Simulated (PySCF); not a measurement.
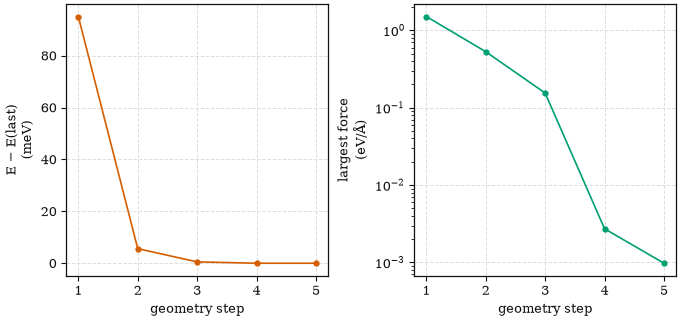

History of a geometry optimisation.

The run: GeClH3 (SMILES [H][Ge]([H])([H])[Cl]), by PBE0-D3(BJ)/def2-SVP, geometry optimisation in PySCF 2.14.0, density fitting.

How did it end, and what did it gain?

The optimisation met its thresholds at geometry 5, counting the start as the first. The energy fell by about 95 meV from the first step to the last. The largest force goes from about 1.5 eV/Å at the start to 10⁻³ eV/Å at the end.
